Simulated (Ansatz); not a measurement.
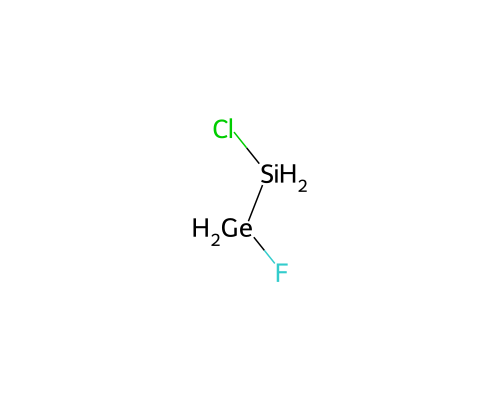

Structural formula above. The computed structure is the end point of a PBE-D4/def2-SVP optimisation. No frequency run is at hand to confirm it as a minimum.

Describe the 3D structure.

Formula ClFGeH4Si. SMILES: `[F][GeH2][SiH2]Cl`. Among its groups: Si–H bond. The point group is C1. Coordination: 1 Ge tetrahedral; 1 Si tetrahedral.

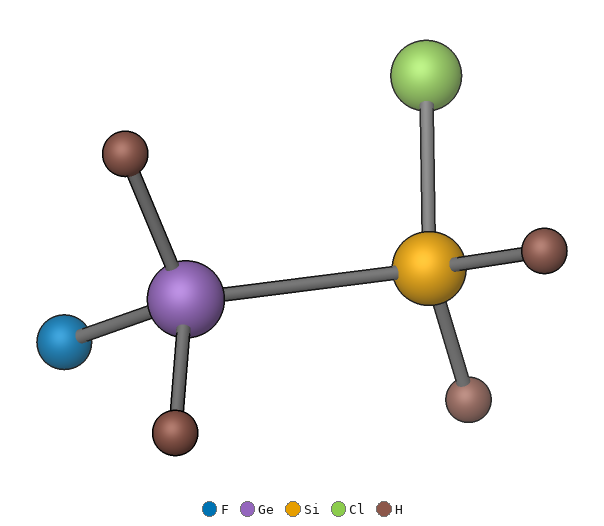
